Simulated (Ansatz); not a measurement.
## How Hf(0001) screens a field

Where does the screening charge of Hf(0001) sit?

Calculated with Ansatz 0.2.0; plane-wave DFT, LDA, Ansatz PAW.

## 1. Set-up

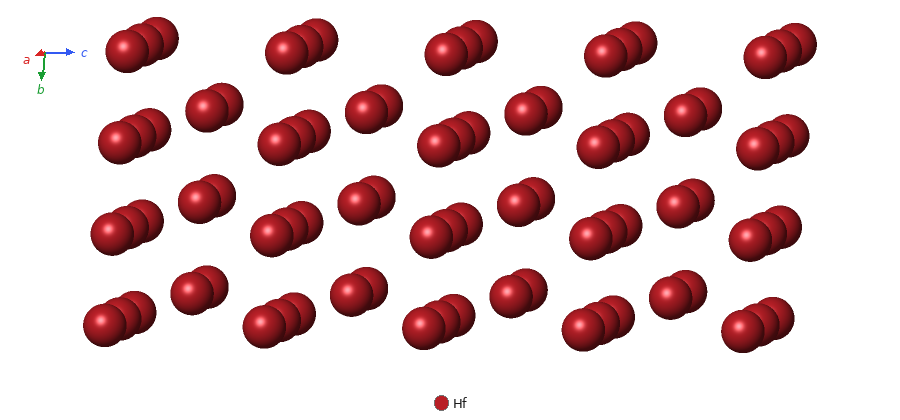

The cell as given, from the side, with the c axis across the page (hafnium red). 2×3×1 cells are drawn. Some periodic images of atoms are drawn too.

The cell holds 9 atoms: 9 Hf. Cell: a = 3.200 Å, b = 3.200 Å, c = 38.250 Å, α = 90.0°, β = 90.0°, γ = 60.0°. Vacuum lies along c.

## 2. Atoms held, field 0

A sawtooth potential applies the field, turning back in the middle of the vacuum. With the dipole correction the typed value is the field outside the slab. The induced dipole is small, so the SCF threshold is tight.

File input.yaml:

```yaml
crystal:
  lattice:
    - [3.2, 0.0, 0.0]
    - [1.6, 2.7712812921, 0.0]
    - [0.0, 0.0, 38.2496]
  atoms:
    - { symbol: Hf, position: [0.0, 0.0, 0.2352965783] }
    - { symbol: Hf, position: [0.6666666667, 0.6666666667, 0.3014724337] }
    - { symbol: Hf, position: [0.0, 0.0, 0.3676482891] }
    - { symbol: Hf, position: [0.6666666667, 0.6666666667, 0.4338241446] }
    - { symbol: Hf, position: [0.0, 0.0, 0.5] }
    - { symbol: Hf, position: [0.6666666667, 0.6666666667, 0.5661758554] }
    - { symbol: Hf, position: [0.0, 0.0, 0.6323517109] }
    - { symbol: Hf, position: [0.6666666667, 0.6666666667, 0.6985275663] }
    - { symbol: Hf, position: [0.0, 0.0, 0.7647034217] }
kpoints:
  mp_grid: { grid: [18, 18, 1] }
hamiltonian:
  xc: lda
scf:
  occupations: { method: fermi_dirac, width: 0.1 }
  convergence: { dr2_threshold: 1.0e-10 }
efield:
  axis: 3
  dipole_correction: true
  ramp_position: 0.97
  ramp_width: 0.06
  amplitude: 0
output:
  forces: true
  write_potential: true
  write_density: true
  volumetric_format: npy
```

On the command line:

```console
$ ansatz run input.yaml --threads 4 --pin off --max-ram 6144MiB --backend cpu --events-out ev --progress --plain --runs-dir out
```

Numbers of over 12 decimals in the logs are rounded to 6 here.

What it wrote:

```text
Engine: ansatz 0.2.0, aarch64-unknown-linux-gnu
Pseudopotentials: kind: paw
Pseudopotential: Hf, paw, valence charge 26, recommended cutoff 420 eV (normal), Hf.paw.azcp
Functional definition: SPW92
  exchange = slater_x
  correlation = pw_c
Crystal: 9 atoms, lattice volume = 339.201 Å³
Basis set: ecut = 420 eV, 6739 PW (Γ)
Bands: 141, of which v1, the nominal top of the filled ones, is band 117 counted from 1 (116 counted from 0)
Symmetry: 6 space group operations
k-points: 37 of 324 (time reversal used)
Non-local potential: Hf, projectors of the file, l = 0: 3, l = 1: 2, l = 2: 2, l = 3: 3
PAW form: soft (Blöchl's): semilocal exchange-correlation on the pseudo side does not see the compensation charge
PAW frozen core: Hf, regenerated for the run's functional, and the local potential with it (the file was generated under x = pbe(κ = 0.804, μ = 0.219515), c = pbe(β = 0.066725))
PAW one-centre angular grid: Hf, 590 points (default); XC on 64 Gauss nodes
Initial density: superposition of atomic densities (neutral atoms: chi_scale 0, normalization atom), corrected by the library's trained network
Initial wavefunctions: pseudopotential atomic-orbital guess
Functional: x = slater, c = lda
SCF iter   1: F=—  HF=-139289.519750 eV  |F-HF|=—  |Δ(HF+E_count)|=         —  Δρ=1.22e-2  dr2=4.68e1  ethr=1.77e-3  p=0.000 e·Å  D=2.99e-13 V/Å  ΔV_dip=-0.00 eV  dr2_dipole=4.17e-6  V_vac-E_F(+/−)=5.02/5.02 eV  ⟨swp⟩=5.1  Hψ=16319  notcnv=0  defer=92
efield: sawtooth ramp at fractional position 0.9700 (set: `efield.ramp_position`, or a place that a band, a saddle search or an elastic batch's reference lends), width 0.0600; the density the first Hamiltonian is built on has a dipole p = 0.000 e·Å; the dipole correction subtracts the counter field D = 2.99e-13 V/Å, which shifts the + side's vacuum level by -0.00 eV against the − side's; the planar-averaged density in the ramp window peaks in size at 4.6e-5 e/Å³
preconditioner: auto → LDOS  [metal: Δε(μ)=0.012 eV  Ē_g=17.168 eV  σ=0.100 eV  W_gap=0.03  n_scr=120 (ndim 8)  ℏωp=29.6 eV  f_vac=0.381  D(μ)=11.88/eV (n_scr^D=108)  β→1.0]
SCF iter   2: F=—  HF=-139289.184357 eV  |F-HF|=—  |Δ(HF+E_count)|=   3.35e-1  Δρ=3.45e-3  dr2=6.68e-1  ethr=1.77e-3  p=0.000 e·Å  D=1.40e-5 V/Å  ΔV_dip=-0.00 eV  dr2_dipole=3.60e-7  V_vac-E_F(+/−)=4.45/4.45 eV  ⟨swp⟩=2.1  Hψ=6513  notcnv=0  defer=124
SCF iter   3: F=—  HF=-139289.171895 eV  |F-HF|=—  |Δ(HF+E_count)|=   1.25e-2  Δρ=2.17e-3  dr2=6.94e-2  ethr=2.85e-4  p=0.000 e·Å  D=4.11e-6 V/Å  ΔV_dip=-0.00 eV  dr2_dipole=3.15e-8  V_vac-E_F(+/−)=4.59/4.59 eV  ⟨swp⟩=2.0  Hψ=9419  notcnv=0  defer=126
SCF iter   4: F=—  HF=-139289.157561 eV  |F-HF|=—  |Δ(HF+E_count)|=   1.43e-2  Δρ=4.43e-4  dr2=1.62e-3  ethr=2.96e-5  p=0.000 e·Å  D=4.11e-6 V/Å  ΔV_dip=-0.00 eV  dr2_dipole=6.27e-9  V_vac-E_F(+/−)=4.55/4.55 eV  ⟨swp⟩=2.0  Hψ=9403  notcnv=0  defer=126
SCF iter   5: F=—  HF=-139289.157576 eV  |F-HF|=—  |Δ(HF+E_count)|=   1.54e-5  Δρ=1.91e-4  dr2=2.08e-4  ethr=6.94e-7  p=0.000 e·Å  D=2.68e-6 V/Å  ΔV_dip=-0.00 eV  dr2_dipole=2.62e-11  V_vac-E_F(+/−)=4.55/4.55 eV  ⟨swp⟩=2.1  Hψ=9110  notcnv=0  defer=126
SCF iter   6: F=—  HF=-139289.157566 eV  |F-HF|=—  |Δ(HF+E_count)|=   9.96e-6  Δρ=7.03e-5  dr2=1.93e-5  ethr=8.88e-8  p=0.000 e·Å  D=1.41e-6 V/Å  ΔV_dip=-0.00 eV  dr2_dipole=1.08e-10  V_vac-E_F(+/−)=4.55/4.55 eV  ⟨swp⟩=2.0  Hψ=9211  notcnv=0  defer=126
SCF iter   7: F=—  HF=-139289.157584 eV  |F-HF|=—  |Δ(HF+E_count)|=   1.82e-5  Δρ=2.21e-5  dr2=1.70e-6  ethr=8.25e-9  p=0.000 e·Å  D=7.14e-7 V/Å  ΔV_dip=-0.00 eV  dr2_dipole=6.77e-10  V_vac-E_F(+/−)=4.55/4.55 eV  ⟨swp⟩=2.1  Hψ=9464  notcnv=0  defer=123
SCF iter   8: F=—  HF=-139289.157586 eV  |F-HF|=—  |Δ(HF+E_count)|=   1.04e-6  Δρ=8.19e-6  dr2=2.95e-7  ethr=7.26e-10  p=0.000 e·Å  D=3.70e-7 V/Å  ΔV_dip=-0.00 eV  dr2_dipole=1.26e-10  V_vac-E_F(+/−)=4.55/4.55 eV  ⟨swp⟩=2.1  Hψ=9586  notcnv=0  defer=123
SCF iter   9: F=—  HF=-139289.157586 eV  |F-HF|=—  |Δ(HF+E_count)|=   1.10e-7  Δρ=3.15e-6  dr2=1.32e-7  ethr=1.26e-10  p=0.000 e·Å  D=2.19e-7 V/Å  ΔV_dip=-0.00 eV  dr2_dipole=3.81e-11  V_vac-E_F(+/−)=4.55/4.55 eV  ⟨swp⟩=2.1  Hψ=9364  notcnv=0  defer=123
SCF iter  10: F=—  HF=-139289.157586 eV  |F-HF|=—  |Δ(HF+E_count)|=   1.51e-8  Δρ=1.46e-6  dr2=7.39e-9  ethr=5.63e-11  p=0.000 e·Å  D=1.41e-7 V/Å  ΔV_dip=-0.00 eV  dr2_dipole=2.73e-12  V_vac-E_F(+/−)=4.55/4.55 eV  ⟨swp⟩=2.5  Hψ=8328  notcnv=0  defer=123
SCF iter  11: F=—  HF=-139289.157586 eV  |F-HF|=—  |Δ(HF+E_count)|=   5.97e-9  Δρ=4.38e-7  dr2=8.15e-10  ethr=3.16e-12  p=0.000 e·Å  D=6.45e-8 V/Å  ΔV_dip=-0.00 eV  dr2_dipole=1.48e-12  V_vac-E_F(+/−)=4.55/4.55 eV  ⟨swp⟩=2.9  Hψ=10105  notcnv=0  defer=123
SCF iter  12: F=—  HF=-139289.157586 eV  |F-HF|=—  |Δ(HF+E_count)|=  6.69e-10  Δρ=1.78e-7  dr2=3.89e-10  ethr=1.00e-12  p=0.000 e·Å  D=3.13e-8 V/Å  ΔV_dip=-0.00 eV  dr2_dipole=6.84e-13  V_vac-E_F(+/−)=4.55/4.55 eV  ⟨swp⟩=14.8  Hψ=38528  notcnv=0
SCF iter  13: F=—  HF=-139289.157586 eV  |F-HF|=—  |Δ(HF+E_count)|=  1.75e-10  Δρ=8.59e-8  dr2=1.55e-10  ethr=1.00e-12  p=0.000 e·Å  D=1.92e-8 V/Å  ΔV_dip=-0.00 eV  dr2_dipole=1.19e-14  V_vac-E_F(+/−)=4.55/4.55 eV  ⟨swp⟩=1.0  Hψ=5089  notcnv=0
SCF iter  14: F=-139289.157586 eV  HF=-139289.157586 eV  |F-HF|=2.91e-10  |Δ(HF+E_count)|=  8.73e-11  Δρ=2.25e-8  dr2=1.39e-11  ethr=1.00e-12  p=0.000 e·Å  D=8.70e-9 V/Å  ΔV_dip=-0.00 eV  dr2_dipole=5.92e-15  V_vac-E_F(+/−)=4.55/4.55 eV  ⟨swp⟩=6.7  Hψ=26746  notcnv=0
SCF 1 converged in 14 iterations: F = -139289.157586 eV  dr2 = 1.39e-11
  greatest PAW one-centre occupation: 0.998 electrons in one spin orbital (limit 2), on the Hf atom at site 8 (counted from 0), in its partial waves of l = 3
WARN: The output density's exchange-correlation potential varies sharply where the density is thin. Do not read a vacuum level from v_tot or v_xc, or from such a field of the output density. On a cell that repeats whose density bears no net charge and no dipole along the vacuum's axis use v_es (v_loc + v_h of the components); under efield.dipole_correction with no amplitude use v_es + v_field, which holds any externa [...]
SCF converged after 14 iterations
Free energy (F): -139289.157586 eV
Harris-Foulkes:  -139289.157586 eV  (|F-HF|=2.91e-10)
Internal energy: -139288.805535 eV  (E = F + TS)
E sigma→0 (E₀):  -139288.981560 eV
Entropy (-TS):   -0.352051 eV (-39.117 meV/atom)
Fermi energy:    9.837958 eV
Dipole field:    D = -0.000000 V/Å  (p = -0.000000 e·Å, saw-weighted, corrected)
Work function:   Φ+ = 4.5464 eV   Φ− = 4.5464 eV
Levels:          The Fermi level and band energies are counted from a zero that moves with the ramp; work functions are not
--- Per-component energies (eV) ---
  E_band       = -2035.924100
  E_kinetic    = 3816.245642
  E_local      = -636707.365170  (includes V_loc(G=0)·N_el)
  E_nonlocal   = -11097.077082
  E_hartree    = 315807.866736
  E_xc         = -2672.971403
  E_vxc        = -2392.159500  (∫ρ·V_xc dr)
  E_paw        = -60170.607101  (= ΣΔE_a)
  E_vpaw       = 12728.699668  (= ΣTr[D̂ρ^β])
  E_aug_tail   = -0.000013  (compensation charges beyond the density's cutoff)
  E_efield     = 0.000000  (sawtooth field / dipole correction)
  E_vefield    = 0.000000  (∫n·V_field dr)
  E_ewald      = 251712.987673
  E_core_change = 22.115183  (= ΣΔE_core)
  E_smearing   = -0.352051  (= −TS)
  E_closure    = 0.000000  (closes the sum)
  Σ components = -139289.157586   (vs F -139289.157586, Δ=0.00e0)
--- Forces (eV/Å), atoms counted from 1 ---
  atom   1  Hf     0.00000000    -0.00000000     1.04026451
  atom   2  Hf    -0.00000000     0.00000000    -0.70962066
  atom   3  Hf     0.00000000    -0.00000000     0.11135464
  atom   4  Hf     0.00000000     0.00000000     0.00159364
  atom   5  Hf    -0.00000000    -0.00000000     0.00000074
  atom   6  Hf    -0.00000000     0.00000000    -0.00159869
  atom   7  Hf     0.00000000    -0.00000000    -0.11135325
  atom   8  Hf     0.00000000     0.00000000     0.70961633
  atom   9  Hf    -0.00000000    -0.00000000    -1.04026348
  max |Σ_I F_I| component: 6.21e-6 eV/Å
--- Band table (eV; the first three rows and the last of 37) ---
  k-point 0: bands = [... 113 lower, 10.3513, 10.5620, 10.6535, 10.7847, 10.7847, 10.7853, 10.7853, 10.9098, ... 20 higher]
  k-point 1: bands = [... 113 lower, 10.2412, 10.4359, 10.6278, 10.6636, 10.6694, 10.7353, 10.7666, 10.8539, ... 20 higher]
  k-point 2: bands = [... 113 lower, 10.1023, 10.1573, 10.2788, 10.3627, 10.4362, 10.5514, 10.5984, 10.7739, ... 20 higher]
  k-point 36: bands = [... 113 lower, 8.5276, 8.8037, 8.8038, 9.7224, 9.7665, 9.7789, 9.8961, 9.9413, ... 20 higher]
```

Run time: 3.1 min. Hardware: 4 threads of Arm Neoverse N1, shared host; peak memory 1.9 GiB.

This step gave:

```yaml
energy_at_zero_smearing: -139288.9816 eV
work_function_upper_face: 4.546 eV
dipole_along_the_normal: -1.33e-7 e·Å
```

Running mean over 2.531 Å of the planar mean; the ramp of the sawtooth is left out. The electron's electrostatic potential energy less the Fermi level by z:

| z (Å) | electron's electrostatic potential energy less the Fermi level (eV) |
| --- | --- |
| 5.0 | 4.52 |
| 7.5 | -0.355 |
| 10.0 | -7.05 |
| 12.5 | -7.11 |
| 15.0 | -7.12 |
| 17.5 | -7.13 |
| 20.0 | -7.13 |
| 22.5 | -7.14 |
| 25.0 | -7.10 |
| 27.5 | -7.01 |
| 30.0 | -5.32 |
| 32.5 | 4.40 |

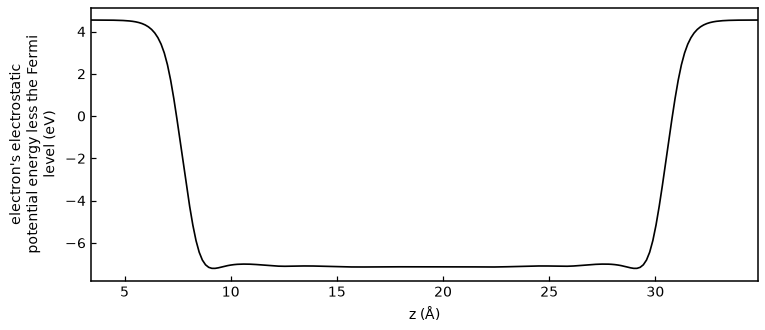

Electron's electrostatic potential energy less the Fermi level, plotted against z.

Force by atom:

| atom | x (eV/Å) | y (eV/Å) | z (eV/Å) | size |
| --- | --- | --- | --- | --- |
| Hf1 | 0.00 | 0.00 | 1.04 | 1.04 |
| Hf2 | 0.00 | 0.00 | -0.71 | 0.71 |
| Hf3 | 0.00 | 0.00 | 0.11 | 0.11 |
| Hf4 | 0.00 | 0.00 | 0.00 | 0.00 |
| Hf5 | 0.00 | 0.00 | 0.00 | 0.00 |
| Hf6 | 0.00 | 0.00 | 0.00 | 0.00 |
| Hf7 | 0.00 | 0.00 | -0.11 | 0.11 |
| Hf8 | 0.00 | 0.00 | 0.71 | 0.71 |
| Hf9 | 0.00 | 0.00 | -1.04 | 1.04 |

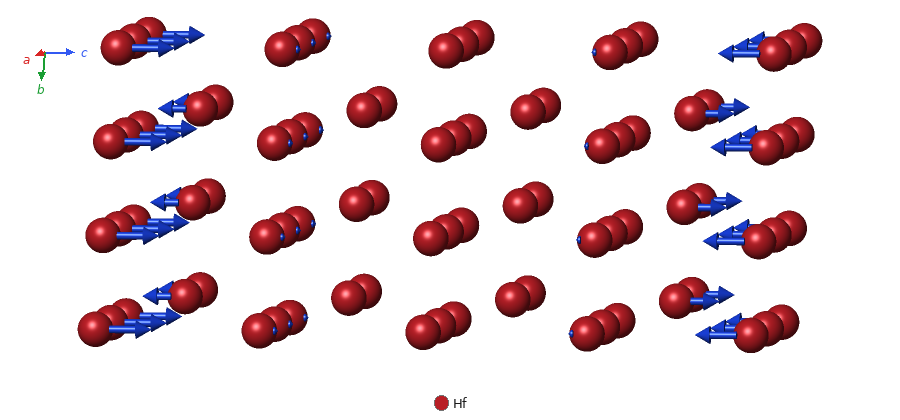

Force as arrows, the longest 1.04 eV/Å. 2×3×1 cells are drawn. Some periodic images of atoms are drawn too.

The work function of the upper face is 4.55 eV.

## 3. Single point, field 0.05 V/Å

input.yaml, as its differences from that of step 2:

```diff
@@ -27,3 +27,3 @@
   ramp_width: 0.06
-  amplitude: 0
+  amplitude: 0.05
 output:
```

What it wrote:

```text
[...]
Crystal: 9 atoms, lattice volume = 339.201 Å³
Basis set: ecut = 420 eV, 6739 PW (Γ)
Bands: 141, of which v1, the nominal top of the filled ones, is band 117 counted from 1 (116 counted from 0)
Symmetry: 6 space group operations
k-points: 37 of 324 (time reversal used)
[...]
k-point 0: bands = [... 113 lower, 10.3512, 10.5619, 10.6534, 10.7845, 10.7845, 10.7851, 10.7851, 10.9097, ... 20 higher]
  k-point 1: bands = [... 113 lower, 10.2413, 10.4358, 10.6276, 10.6635, 10.6693, 10.7352, 10.7664, 10.8538, ... 20 higher]
  k-point 2: bands = [... 113 lower, 10.1022, 10.1571, 10.2786, 10.3625, 10.4360, 10.5513, 10.5983, 10.7738, ... 20 higher]
  k-point 36: bands = [... 113 lower, 8.5274, 8.8035, 8.8037, 9.7222, 9.7663, 9.7787, 9.8959, 9.9411, ... 20 higher]
[key lines of the parts left out:]
SCF converged after 15 iterations
Free energy (F): -139289.159114 eV
Fermi energy:    9.837801 eV
Dipole field:    D = 0.032610 V/Å  (p = 0.061128 e·Å, saw-weighted, corrected)
```

It took 3 min on 4 threads; peak memory 1.9 GiB; 12 min of CPU time.

The dipole is 0.0611 e·Å.

## 4. Atoms held, field -0.05 V/Å

input.yaml, as its differences from that of step 3:

```diff
@@ -27,3 +27,3 @@
   ramp_width: 0.06
-  amplitude: 0.05
+  amplitude: -0.05
 output:
```

What it wrote:

```text
[...]
Crystal: 9 atoms, lattice volume = 339.201 Å³
Basis set: ecut = 420 eV, 6739 PW (Γ)
Bands: 141, of which v1, the nominal top of the filled ones, is band 117 counted from 1 (116 counted from 0)
Symmetry: 6 space group operations
k-points: 37 of 324 (time reversal used)
[...]
k-point 0: bands = [... 113 lower, 10.3512, 10.5619, 10.6534, 10.7845, 10.7845, 10.7851, 10.7851, 10.9097, ... 20 higher]
  k-point 1: bands = [... 113 lower, 10.2413, 10.4358, 10.6276, 10.6635, 10.6693, 10.7352, 10.7664, 10.8538, ... 20 higher]
  k-point 2: bands = [... 113 lower, 10.1022, 10.1571, 10.2786, 10.3625, 10.4360, 10.5513, 10.5983, 10.7738, ... 20 higher]
  k-point 36: bands = [... 113 lower, 8.5274, 8.8035, 8.8037, 9.7222, 9.7663, 9.7787, 9.8959, 9.9411, ... 20 higher]
[key lines of the parts left out:]
SCF converged after 15 iterations
Free energy (F): -139289.159114 eV
Fermi energy:    9.837801 eV
Dipole field:    D = -0.032611 V/Å  (p = -0.061131 e·Å, saw-weighted, corrected)
```

It took 2.9 min on 4 threads; peak memory 1.9 GiB; 12 min of CPU time.

The dipole is -0.0611 e·Å.

## 5. Single point, field 0.1 V/Å

input.yaml, as its differences from that of step 4:

```diff
@@ -27,3 +27,3 @@
   ramp_width: 0.06
-  amplitude: -0.05
+  amplitude: 0.1
 output:
```

What it wrote:

```text
[...]
Crystal: 9 atoms, lattice volume = 339.201 Å³
Basis set: ecut = 420 eV, 6739 PW (Γ)
Bands: 141, of which v1, the nominal top of the filled ones, is band 117 counted from 1 (116 counted from 0)
Symmetry: 6 space group operations
k-points: 37 of 324 (time reversal used)
[...]
k-point 0: bands = [... 113 lower, 10.3508, 10.5615, 10.6529, 10.7840, 10.7840, 10.7847, 10.7847, 10.9092, ... 20 higher]
  k-point 1: bands = [... 113 lower, 10.2415, 10.4354, 10.6272, 10.6630, 10.6688, 10.7347, 10.7659, 10.8533, ... 20 higher]
  k-point 2: bands = [... 113 lower, 10.1020, 10.1567, 10.2781, 10.3620, 10.4355, 10.5508, 10.5978, 10.7733, ... 20 higher]
  k-point 36: bands = [... 113 lower, 8.5269, 8.8029, 8.8033, 9.7217, 9.7658, 9.7783, 9.8954, 9.9407, ... 20 higher]
[key lines of the parts left out:]
SCF converged after 15 iterations
Free energy (F): -139289.163699 eV
Fermi energy:    9.837334 eV
Dipole field:    D = 0.065222 V/Å  (p = 0.122262 e·Å, saw-weighted, corrected)
```

Run time: 3 min. Hardware: 4 threads; peak memory 1.9 GiB; 12 min of CPU time.

The dipole is 0.122 e·Å.

## 6. Atoms held, field -0.1 V/Å

input.yaml, as its differences from that of step 5:

```diff
@@ -27,3 +27,3 @@
   ramp_width: 0.06
-  amplitude: 0.1
+  amplitude: -0.1
 output:
```

What it wrote:

```text
[...]
Crystal: 9 atoms, lattice volume = 339.201 Å³
Basis set: ecut = 420 eV, 6739 PW (Γ)
Bands: 141, of which v1, the nominal top of the filled ones, is band 117 counted from 1 (116 counted from 0)
Symmetry: 6 space group operations
k-points: 37 of 324 (time reversal used)
[...]
k-point 0: bands = [... 113 lower, 10.3508, 10.5615, 10.6529, 10.7840, 10.7840, 10.7847, 10.7847, 10.9092, ... 20 higher]
  k-point 1: bands = [... 113 lower, 10.2415, 10.4354, 10.6272, 10.6630, 10.6688, 10.7347, 10.7659, 10.8533, ... 20 higher]
  k-point 2: bands = [... 113 lower, 10.1020, 10.1567, 10.2781, 10.3620, 10.4355, 10.5508, 10.5978, 10.7733, ... 20 higher]
  k-point 36: bands = [... 113 lower, 8.5269, 8.8029, 8.8033, 9.7217, 9.7658, 9.7783, 9.8954, 9.9407, ... 20 higher]
[key lines of the parts left out:]
SCF converged after 15 iterations
Free energy (F): -139289.163699 eV
Fermi energy:    9.837334 eV
Dipole field:    D = -0.065223 V/Å  (p = -0.122263 e·Å, saw-weighted, corrected)
```

The job ended after 3 min (4 threads; peak memory 1.9 GiB).

The dipole is -0.122 e·Å.

## 7. Atoms held, field 0.2 V/Å

input.yaml, as its differences from that of step 6:

```diff
@@ -27,3 +27,3 @@
   ramp_width: 0.06
-  amplitude: -0.1
+  amplitude: 0.2
 output:
```

What it wrote:

```text
[...]
Crystal: 9 atoms, lattice volume = 339.201 Å³
Basis set: ecut = 420 eV, 6739 PW (Γ)
Bands: 141, of which v1, the nominal top of the filled ones, is band 117 counted from 1 (116 counted from 0)
Symmetry: 6 space group operations
k-points: 37 of 324 (time reversal used)
[...]
k-point 0: bands = [... 113 lower, 10.3494, 10.5599, 10.6510, 10.7821, 10.7821, 10.7828, 10.7828, 10.9072, ... 20 higher]
  k-point 1: bands = [... 113 lower, 10.2420, 10.4338, 10.6253, 10.6611, 10.6669, 10.7328, 10.7640, 10.8514, ... 20 higher]
  k-point 2: bands = [... 113 lower, 10.1011, 10.1550, 10.2763, 10.3602, 10.4336, 10.5488, 10.5960, 10.7714, ... 20 higher]
  k-point 36: bands = [... 113 lower, 8.5250, 8.8008, 8.8016, 9.7198, 9.7640, 9.7764, 9.8936, 9.9388, ... 20 higher]
[key lines of the parts left out:]
SCF converged after 15 iterations
Free energy (F): -139289.182039 eV
Fermi energy:    9.835463 eV
Dipole field:    D = 0.130459 V/Å  (p = 0.244552 e·Å, saw-weighted, corrected)
```

Wall time 3 min (4 threads); peak memory 1.9 GiB.

The dipole is 0.245 e·Å.

## 8. Single point, field -0.2 V/Å

input.yaml, as its differences from that of step 7:

```diff
@@ -27,3 +27,3 @@
   ramp_width: 0.06
-  amplitude: 0.2
+  amplitude: -0.2
 output:
```

What it wrote:

```text
[...]
Crystal: 9 atoms, lattice volume = 339.201 Å³
Basis set: ecut = 420 eV, 6739 PW (Γ)
Bands: 141, of which v1, the nominal top of the filled ones, is band 117 counted from 1 (116 counted from 0)
Symmetry: 6 space group operations
k-points: 37 of 324 (time reversal used)
[...]
k-point 0: bands = [... 113 lower, 10.3494, 10.5599, 10.6510, 10.7821, 10.7821, 10.7828, 10.7828, 10.9072, ... 20 higher]
  k-point 1: bands = [... 113 lower, 10.2420, 10.4338, 10.6253, 10.6611, 10.6669, 10.7328, 10.7640, 10.8514, ... 20 higher]
  k-point 2: bands = [... 113 lower, 10.1011, 10.1550, 10.2763, 10.3602, 10.4336, 10.5488, 10.5960, 10.7714, ... 20 higher]
  k-point 36: bands = [... 113 lower, 8.5250, 8.8008, 8.8016, 9.7198, 9.7640, 9.7764, 9.8936, 9.9388, ... 20 higher]
[key lines of the parts left out:]
SCF converged after 15 iterations
Free energy (F): -139289.182039 eV
Fermi energy:    9.835463 eV
Dipole field:    D = -0.130460 V/Å  (p = -0.244553 e·Å, saw-weighted, corrected)
```

Elapsed: 3 min, on 4 threads; peak memory 1.9 GiB.

The dipole is -0.245 e·Å.

[end of part 1 of 2]

[Logs are printed without paths, hosts, clocks, repeated set-up lines and the standing remarks that a program may print on its own settings, such as how far it seeks lower states.]

[Hosts, paths, dates, database ids (printed as entryN), source tags and the programs' standing remarks are cut or masked in the printed files.]

[Maps of the electrostatic potential energy from Ansatz leave out the sawtooth potential of an applied field or a dipole correction, so their vacuum need not be flat; planar profiles and work functions include it.]
